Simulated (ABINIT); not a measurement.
# Quasiparticle gap of Tellurium (P3_121, 3 atoms a cell) in ABINIT, part 2 of 2

How does a plane-wave GW calculation on Tellurium (P3_121, 3 atoms a cell) run from the first input to the gap?

ABINIT 10.8.3; PBE and many-body steps on it, plane waves. Known limits of the many-body steps: not at the basis limit; model gap, bands may invert with spin-orbit coupling; screening runs away on this mesh; no spin-orbit coupling; coarse k mesh.

So far. Step 2 (Ground state): The gap is direct, at (0.333, 0.333, 0.500). Step 3 (Bands along the symmetry lines): The gap is 0.189 eV, as in the run before at this level.

The database entry behind the starting cell differs from later determinations by our own check (inner coordinate of an old entry), so it need not match the best structure at ambient conditions.

## (4) Empty states on the mesh, 3×3×2 mesh, 248 bands

Level of this step: DFT, PBE, plane waves, norm-conserving pseudopotentials (ABINIT).

The sums over transitions need many empty states on a uniform mesh; this step solves for them.

File run.abi:

```
acell 3*1.0 Angstrom
rprim 
  4.454000000025 -0.000000000006 0.000000000000
  -2.227000000008 3.857277148481 0.000000000000
  0.000000000000 0.000000000000 5.924000000000
ntypat 1
znucl 52
natom 3
typat 1 1 1
xred 
  0.269000000000 0.000000000000 0.333333333333
  0.000000000000 0.269000000000 0.666666666667
  0.731000000000 0.731000000000 -0.000000000000
pp_dirpath "pseudos"
pseudos "Te.upf"
ecut 39
ngkpt 3 3 2
nshiftk 1
shiftk 0 0 0
kptopt 1
chksymbreak 0
iscf -2
irdden 1
istwfk *1
nband 248
nbdbuf 22
tolwfr 1e-09
nstep 60
prtvol 0
indata_prefix "in"
outdata_prefix "out"
tmpdata_prefix "tmp"
```

Command:

```sh
$ OMP_NUM_THREADS=1 mpirun -n 4 abinit run.abi > log
```

Numbers of over 12 decimals in the logs are rounded to 6 here.

The log of the run:

```text
.Version 10.8.3 of ABINIT. v10.8.2 released Aug 2026.

 Symmetries : space group P3_1 2 1 (#152); Bravais hP (primitive hexag.)
[... echo of the input left out ...]
== DATASET  1 ==================================================================
-   mpi_nproc: 4, omp_nthreads: 1 (-1 if OMP is not activated)

--- !DatasetInfo
iteration_state: {dtset: 1, }
dimensions: {natom: 3, nkpt: 6, mband: 248, nsppol: 1, nspinor: 1, nspden: 1, mpw: 8029, }
cutoff_energies: {ecut:  39.0, pawecutdg:  -1.0, }
electrons: {nelect:   7.20000000E+01, charge:   0.00000000E+00, occopt:   1.00000000E+00, tsmear:   1.00000000E-02, }

 Real(R)+Recip(G) space primitive vectors, cartesian coordinates (Bohr,Bohr^-1):
 R(1)=  8.4168402  0.0000000  0.0000000  G(1)=  0.1188094  0.0685947  0.0000000
 R(2)= -4.2084201  7.2891974  0.0000000  G(2)=  0.0000000  0.1371893  0.0000000
 R(3)=  0.0000000  0.0000000 11.1947376  G(3)=  0.0000000  0.0000000  0.0893277
 Unit cell volume ucvol=  6.8681965E+02 bohr^3
 Angles (23,13,12)=  9.00000000E+01  9.00000000E+01  1.20000000E+02 degrees

 getcut: wavevector=  0.0000  0.0000  0.0000  ngfft=  48  48  64
         ecut(hartree)=     39.000   => boxcut(ratio)=   2.02859

--- Pseudopotential description ------------------------------------------------
- Te Generated using ONCVPSP code by D. R. Hamann
- 52.00000  24.00000  220131                  znucl, zion, pspdat
12 -101130 3 -1 1294                          pspcod,pspxc,lmax,lloc,mmax
     nproj     2     2     2     2
  pspatm : epsatm=   28.89495404
         --- l  ekb(1:nproj) -->
             0    9.158100   -0.350391
             1    3.254928   -0.666646
             2   -3.247931   -0.911641
[...]
pspatm: atomic psp has been read  and splines computed

--------------------------------------------------------------------------------

================================================================================
 prteigrs : about to open file out_EIG
 Non-SCF case, kpt    1 (  0.00000  0.00000  0.00000), residuals and eigenvalues=
  3.76E-10  3.96E-10  3.08E-10  7.52E-10  1.49E-10  9.47E-10  7.81E-10  9.28E-10
  1.38E-10  8.00E-10  8.80E-10  8.99E-10  4.48E-10  1.49E-10  7.89E-10  9.73E-10
  7.76E-10  6.03E-11  4.81E-11  8.55E-10  9.46E-10  9.35E-10  7.51E-10  8.65E-10
[...]
-5.6304E+00 -5.6304E+00 -5.6304E+00 -3.7958E+00 -3.7958E+00 -3.7957E+00
 -3.7948E+00 -3.7947E+00 -3.7947E+00 -3.7891E+00 -3.7891E+00 -3.7891E+00
 -1.1232E+00 -1.1232E+00 -1.1214E+00 -1.1214E+00 -1.1214E+00 -1.1186E+00
[...]
3.1303E+00  3.1679E+00  3.1679E+00  3.1926E+00  3.1926E+00  3.1931E+00
  3.1974E+00  3.2161E+00  3.2227E+00  3.2237E+00  3.2381E+00  3.2390E+00
  3.2529E+00  3.2667E+00
 prteigrs : prtvol=0 or 1, do not print more k-points.

--- !ResultsGS
iteration_state: {dtset: 1, }
comment   : Summary of ground state results
lattice_vectors:
- [  8.4168402,  -0.0000000,   0.0000000, ]
- [ -4.2084201,   7.2891974,   0.0000000, ]
- [  0.0000000,   0.0000000,  11.1947376, ]
lattice_lengths: [   8.41684,    8.41684,   11.19474, ]
lattice_angles: [ 90.000,  90.000, 120.000, ] # degrees, (23, 13, 12)
lattice_volume:   6.8681965E+02
convergence: {deltae:  0.000E+00, res2:  0.000E+00, residm:  9.987E-10, diffor:  0.000E+00, }
etotal    :  -8.41456785E+02
entropy   :   0.00000000E+00
fermie    :   2.51304514E-01
cartesian_stress_tensor: null
pressure_GPa: null
xred      :
- [  2.6900E-01,   1.8504E-17,   3.3333E-01, Te]
- [  4.1791E-18,   2.6900E-01,   6.6667E-01, Te]
- [  7.3100E-01,   7.3100E-01,   9.2519E-18, Te]
cartesian_forces: null
force_length_stats: {min: null, max: null, mean: null, }

 Integrated electronic density in atomic spheres:
 ------------------------------------------------
 Atom  Sphere_radius  Integrated_density
[...]
================================================================================

 ----iterations are completed or convergence reached----

 Mean square residual over all n,k,spin=   42.501E-11; max=  99.872E-11
 reduced coordinates (array xred) for    3 atoms
[...]
0.000000000000      0.269000000000      0.666666666667
       0.731000000000      0.731000000000      0.000000000000

 cartesian coordinates (angstrom) at end:
    1      1.198126    -1.61e-12     1.974667
    2     -0.599063     1.037608     3.949333
    3      1.627937     2.819670     0.000000
 length scales=  1.889726125908  1.889726125908  1.889726125908 bohr
              =  1.000000000000  1.000000000000  1.000000000000 angstroms
 prteigrs : about to open file out_EIG
 Eigenvalues (hartree) for nkpt=   6  k points:
 kpt#   1, nband=248, wtk=  0.05556, kpt=  0.0000  0.0000  0.0000 (reduced coord)
[...]
3.02563    3.09259    3.13025    3.16795    3.16795    3.19260    3.19265    3.19306
   3.19740    3.21609    3.22268    3.22375    3.23805    3.23904    3.25294    3.26668
 prteigrs : prtvol=0 or 1, do not print more k-points.

== END DATASET(S) ==============================================================
================================================================================

 -outvars: echo values of variables after computation  --------
            nband         248
             nkpt           6
          spgroup         152
 [... the other variables as echoed above ...]

 Calculation completed.
```

Wall time 2.3 min (4 MPI ranks of Arm Neoverse V2, shared host); peak memory 0.58 GiB; 9.2 min of CPU time.

Numbers from this step:

| Item | Value |
| --- | --- |
| gap | 0.1888 eV |
| k of the valence top | 0.3333, 0.3333, 0.5 |
| k of the conduction bottom | 0.3333, 0.3333, 0.5 |
| least direct gap | 0.1888 eV |
| k points computed | 6 |
| lowest point of the top converged band, above the valence top | 74.6030 eV |

On this mesh the gap is 0.189 eV.

## (5) Screening, 3×3×2 mesh, 226 bands, screening to 130.6 eV

The RPA dielectric matrix is built and inverted for each q.

This step: RPA screening on PBE, plane waves, norm-conserving pseudopotentials.

run.abi, as its differences from that of step 4:

```diff
@@ -21,10 +21,11 @@
 chksymbreak 0
-iscf -2
-irdden 1
 istwfk *1
-nband 248
-nbdbuf 22
-tolwfr 1e-09
-nstep 60
-prtvol 0
+occopt 1
+irdwfk 1
+optdriver 3
+nband 226
+ecuteps 4.8
+inclvkb 2
+awtr 1
+symchi 1
 indata_prefix "in"
```

The log of the run:

```text
.Version 10.8.3 of ABINIT. v10.8.2 released Aug 2026.

 Symmetries : space group P3_1 2 1 (#152); Bravais hP (primitive hexag.)
[... echo of the input left out ...]
== DATASET  1 ==================================================================
-   mpi_nproc: 4, omp_nthreads: 1 (-1 if OMP is not activated)

--- !DatasetInfo
iteration_state: {dtset: 1, }
dimensions: {natom: 3, nkpt: 6, mband: 226, nsppol: 1, nspinor: 1, nspden: 1, mpw: 8029, }
cutoff_energies: {ecut:  39.0, pawecutdg:  -1.0, }
electrons: {nelect:   7.20000000E+01, charge:   0.00000000E+00, occopt:   1.00000000E+00, tsmear:   1.00000000E-02, }

 SCREENING: Calculation of the susceptibility and dielectric matrices

 Based on a program developped by R.W. Godby, V. Olevano, G. Onida, and L. Reining.
 Incorporated in ABINIT by V. Olevano, G.-M. Rignanese, and M. Torrent.
.Using double precision arithmetic ; gwpc =  8

[... cell and pseudopotentials left out ...]
--------------------------------------------------------------------------------

 ==== K-mesh for the wavefunctions ====
 Number of points in the irreducible wedge :     6
[... list of points left out ...]
 Together with  6 symmetry operations and time-reversal symmetry
 yields    18 points in the full Brillouin Zone.

 ==== Q-mesh for the screening function ====
 Number of points in the irreducible wedge :     6
[... list of points left out ...]
 Together with  6 symmetry operations and time-reversal symmetry
 yields    18 points in the full Brillouin Zone.

 setmesh: FFT mesh size selected  =    27x   27x   45
          total number of points  =        32805

 vcoul_init : cutoff-mode = AUXILIARY_FUNCTION
 q-points for optical limit:   1
     1)      0.000010    0.000020    0.000030

- screening: taking advantage of time-reversal symmetry
- Maximum band index for partially occupied states nbvw = 36
- Remaining bands to be divided among processors   nbcw = 190
- Number of bands treated by each node ~47

 Number of electrons calculated from density =   72.0000; Expected =   72.0000
 average of density, n =  0.104831
 r_s =    1.3157
 omega_plasma =   31.2321 [eV]

 calculating chi0 at frequencies [eV] :
  1    0.000000E+00    0.000000E+00
  2    0.000000E+00    3.123205E+01

--------------------------------------------------------------------------------
  q-point number  1        q = ( 0.000000, 0.000000, 0.000000) [r.l.u.]
--------------------------------------------------------------------------------
[... chi0 elements left out ...]
 For q-point:  0.000010 0.000020 0.000030
  dielectric constant =   1.33036E+03
  dielectric constant without local fields =   1.64459E+03

  Average fulfillment of the sum rule on Im[epsilon] for q-point    1 :     67.22  [%]
[... wings left out ...]
  q-point number  2        q = ( 0.333333, 0.000000, 0.000000) [r.l.u.]
--------------------------------------------------------------------------------
[... chi0 elements left out ...]
  Average fulfillment of the sum rule on Im[epsilon] for q-point    2 :     71.72  [%]

 [... 4 further q-points ...]
```

Run time: 1.9 min. Hardware: 4 MPI ranks; peak memory 1.7 GiB; 7.8 min of CPU time.

Numbers from this step:

| Item | Value |
| --- | --- |
| ε∞ with local fields, on this mesh, along the program's q direction | 1330 |
| the same without local fields | 1645 |
| plasma frequency | 31.23 eV |
| plane waves in the screening matrix | 329 |

Local fields lower ε∞ by 19 %. The value itself is an artefact of the mesh, where one narrow direct gap carries too much weight.

## (6) Self-energy, 3×3×2 mesh, 226 bands, screening to 130.6 eV

The self-energy is evaluated for the states that the input lists, and the levels follow from it, in one-shot runs by the linearised quasiparticle equation.

This step: G0W0 on PBE, plane waves, norm-conserving pseudopotentials.

run.abi, as its differences from that of step 5:

```diff
@@ -24,8 +24,17 @@
 irdwfk 1
-optdriver 3
+optdriver 4
 nband 226
+gwcalctyp 0
+ecutsigx 39
+symsigma 1
+nkptgw 2
+kptgw 
+  0.3333333333 0.3333333333 0.5000000000
+  0.0000000000 0.0000000000 0.0000000000
+bdgw 
+  35 39
+  34 38
 ecuteps 4.8
-inclvkb 2
-awtr 1
-symchi 1
+irdscr 1
+ppmodel 1
 indata_prefix "in"
```

The log of the run:

```text
.Version 10.8.3 of ABINIT. v10.8.2 released Aug 2026.

 Symmetries : space group P3_1 2 1 (#152); Bravais hP (primitive hexag.)
[... echo of the input left out ...]
== DATASET  1 ==================================================================
-   mpi_nproc: 4, omp_nthreads: 1 (-1 if OMP is not activated)

--- !DatasetInfo
iteration_state: {dtset: 1, }
dimensions: {natom: 3, nkpt: 6, mband: 226, nsppol: 1, nspinor: 1, nspden: 1, mpw: 8029, }
cutoff_energies: {ecut:  39.0, pawecutdg:  -1.0, }
electrons: {nelect:   7.20000000E+01, charge:   0.00000000E+00, occopt:   1.00000000E+00, tsmear:   1.00000000E-02, }

 SIGMA: Calculation of the GW corrections

 Based on a program developped by R.W. Godby, V. Olevano, G. Onida, and L. Reining.
 Incorporated in ABINIT by V. Olevano, G.-M. Rignanese, and M. Torrent.
.Using double precision arithmetic ; gwpc =  8

[... cell and pseudopotentials left out ...]
--------------------------------------------------------------------------------

 ==== K-mesh for the wavefunctions ====
 Number of points in the irreducible wedge :     6
[... list of points left out ...]
 Together with  6 symmetry operations and time-reversal symmetry
 yields    18 points in the full Brillouin Zone.

 ==== Q-mesh for screening function ====
 Number of points in the irreducible wedge :     6
[... list of points left out ...]
 Together with  6 symmetry operations and time-reversal symmetry
 yields    18 points in the full Brillouin Zone.

 vcoul_init : cutoff-mode = AUXILIARY_FUNCTION
 q-points for optical limit:   1
     1)      0.000010    0.000020    0.000030
 setmesh: FFT mesh size selected  =    45x   45x   72
          total number of points  =       145800

 Number of electrons calculated from density =   72.0000; Expected =   72.0000
 average of density, n =  0.104831
 r_s =    1.3157
 omega_plasma =   31.2321 [eV]

 === KS Band Gaps ===
  >>>> For spin  1
   Minimum direct gap =   0.1887 [eV], located at k-point      :   0.3333  0.3333  0.5000
   Fundamental gap    =   0.1887 [eV], Top of valence bands at :   0.3333  0.3333  0.5000
                                       Bottom of conduction at :   0.3333  0.3333  0.5000
 SIGMA fundamental parameters:
 PLASMON POLE MODEL  1
 number of plane-waves for SigmaX                 8029
 number of plane-waves for SigmaC and W            329
 number of plane-waves for wavefunctions          8029
 number of bands                                   226
 number of independent spin polarizations            1
 number of spinorial components                      1
 number of k-points in IBZ                           6
 number of q-points in IBZ                           6
 number of symmetry operations                       6
 number of k-points in BZ                           18
 number of q-points in BZ                           18
 number of frequencies for dSigma/dE                 9
 frequency step for dSigma/dE [eV]                0.25
 number of omega for Sigma on real axis              0
 max omega for Sigma on real axis  [eV]           0.00
 zcut for avoiding poles [eV]                     0.10

 EPSILON^-1 parameters (SCR file):
 dimension of the eps^-1 matrix on file            329
 dimension of the eps^-1 matrix used               329
 number of plane-waves for wavefunctions          8029
 number of bands                                   226
 number of q-points in IBZ                           6
 number of frequencies                               2
 number of real frequencies                          1
 number of imag frequencies                          1

 matrix elements of self-energy operator (all in [eV])

 Perturbative Calculation

--- !SelfEnergy_ee
iteration_state: {dtset: 1, }
kpoint     : [   0.333,    0.333,    0.500, ]
spin       : 1
KS_gap     :    0.189
QP_gap     :    0.440
Delta_QP_KS:    0.251
data: !SigmaeeData |
     Band     E0 <VxcDFT>   SigX SigC(E0)      Z dSigC/dE  Sig(E)    E-E0       E
       35   6.838 -13.348 -14.415   0.817   0.791  -0.265 -13.545  -0.197   6.641
       36   6.838 -13.348 -14.415   0.817   0.791  -0.265 -13.545  -0.197   6.641
       37   7.027 -12.763  -9.319  -3.376   0.793  -0.262 -12.709   0.054   7.081
       38   8.172 -12.773  -9.110  -3.593   0.792  -0.263 -12.717   0.055   8.228
       39   8.172 -12.773  -9.110  -3.593   0.792  -0.263 -12.717   0.055   8.228

--- !SelfEnergy_ee
iteration_state: {dtset: 1, }
kpoint     : [   0.000,    0.000,    0.000, ]
spin       : 1
KS_gap     :    1.864
QP_gap     :    2.239
Delta_QP_KS:    0.374
data: !SigmaeeData |
     Band     E0 <VxcDFT>   SigX SigC(E0)      Z dSigC/dE  Sig(E)    E-E0       E
       34   5.166 -12.255 -14.260   1.596   0.784  -0.276 -12.576  -0.320   4.846
       35   5.166 -12.255 -14.260   1.596   0.784  -0.276 -12.576  -0.320   4.846
       36   5.992 -12.551 -14.380   1.438   0.786  -0.272 -12.859  -0.308   5.684
       37   7.856 -13.090  -9.507  -3.498   0.788  -0.269 -13.023   0.066   7.922
       38   7.856 -13.090  -9.507  -3.498   0.788  -0.269 -13.023   0.066   7.922

== END DATASET(S) ==============================================================
================================================================================

 -outvars: echo values of variables after computation  --------
           etotal      0.0000000000E+00
            nband         226
             nkpt           6
          spgroup         152
 [... the other variables as echoed above ...]

 Calculation completed.
```

Elapsed: 20 s, on 4 MPI ranks; peak memory 1.4 GiB; 80 s of CPU time.

This step gave:

```yaml
g0w0_gap_on_the_points_computed: 0.4400 eV
starting_gap_on_the_mesh: 0.1888 eV
k_of_the_valence_top: 0.3333, 0.3333, 0.5
k_of_the_conduction_bottom: 0.3333, 0.3333, 0.5
z_at_the_valence_top: 0.791
z_at_the_conduction_bottom: 0.793
least_direct_g0w0_gap_on_the_computed_points: 0.4400 eV
```

The gap on the mesh goes from 0.19 eV to 0.44 eV, a correction of +0.25 eV.

Limits: finite bands, cutoff and mesh; model gap, bands may invert with spin-orbit coupling; no spin-orbit coupling; coarse k mesh. v1 is the top filled band, c1 the lowest empty one. The levels before and after the correction (eV, zero at the valence-band top of each column):

```tsv
	conduction bottom	valence top
Kohn-Sham	0.19	0.00
G0W0	0.44	0.00
```

```tsv
	level	energy (eV)
Kohn-Sham	(0.333 0.333 0.5) v2-v1	0.000
Kohn-Sham	(0.333 0.333 0.5) c1	0.189
Kohn-Sham	(0.333 0.333 0.5) c2-c3	1.334
G0W0	(0.333 0.333 0.5) v2-v1	0.000
G0W0	(0.333 0.333 0.5) c1	0.440
G0W0	(0.333 0.333 0.5) c2-c3	1.587
```

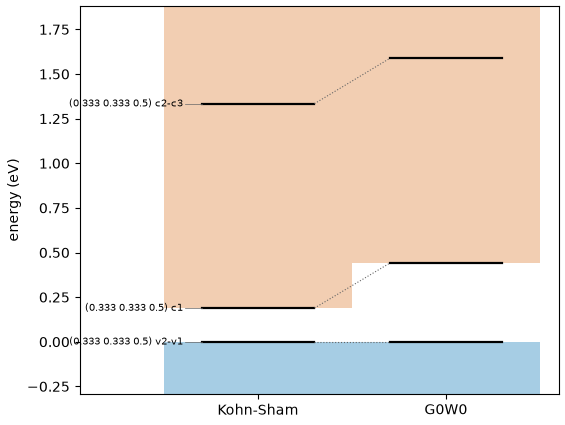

Levels before and after the correction. Shaded: valence and conduction bands.

## (7) Where the time went

Times are wall times on 4 MPI ranks of Arm Neoverse V2, shared host, good to a factor of about two.

```tsv
step	time	share	memory (GiB)
ground state	34 s	10 %	0.45
bands along the symmetry lines	50 s	14 %	0.54
empty states on the mesh	2.3 min	39 %	0.58
screening	1.9 min	32 %	1.7
self-energy	20 s	6 %	1.4
```

## (8) Summary of results

| Item | Value |
| --- | --- |
| PBE gap | 0.19 eV, direct |
| G0W0 gap on the mesh | 0.44 eV |
| GW settings | 3×3×2 mesh, 226 bands, screening to 130.6 eV, Godby-Needs plasmon pole |
| known limits | not at the basis limit; model gap, bands may invert with spin-orbit coupling; screening runs away on this mesh; no spin-orbit coupling; coarse k mesh |

**Reading.** G0W0 moves the gap on the mesh from 0.19 eV to 0.44 eV (+0.25 eV), with Z of 0.79 and 0.79 at the edges. Local fields lower the RPA ε∞ on this mesh from 1644.59 to 1330.36; a Γ-centred mesh this coarse tends to raise both, most where the direct gap is narrow, while a short band sum lowers them. Only 2 of the mesh's irreducible points were corrected, so a valley elsewhere could overtake. Bands and cutoff are finite, so the gap is not at the basis limit. The miss can reach some tenths of an eV and take either sign; the mesh is an error of its own. In the G0W0 run levels were corrected at 2 k points alone, so a gap called «on the mesh» is the least over those, and an edge elsewhere would be missed. The 3×3×2 mesh is coarse for this cell, which bears on the long-range parts of exchange and screening. With atoms this heavy and so narrow a gap, spin-orbit coupling can invert the bands. These scalar-relativistic gaps are then model values, not to be set against experiment, and a spin-orbit change taken from DFT can't simply be added. On this mesh the RPA ε∞ passes 90, more than nearly any semiconductor shows; a coarse mesh does this where one point with a narrow direct gap carries much weight. The screening is then too strong, and the G0W0 gap should not be taken as the material's.

[Paths, hosts, dates, memory and timing lines, banners, echoed tables and standing remarks are left out of the program output.]

[Logs are printed without paths, hosts, clocks, repeated set-up lines and the standing remarks that a program may print on its own settings, such as how far it seeks lower states.]

[Runs of the session that timed out or met a known fault of the program may be left out.]

[Hosts, paths, dates, database ids (printed as entryN), source tags and the programs' standing remarks are cut or masked in the printed files.]

[G0W0 gaps are taken among the corrected bands and points alone; a level outside them can change the order at an edge.]

[Where Ansatz stands beside ABINIT at settings called matched, ABINIT's density can come from a denser mesh and the files from another edition; pairs whose starting gaps differed by over 0.03 eV were left out, so agreement reads better than it is.]
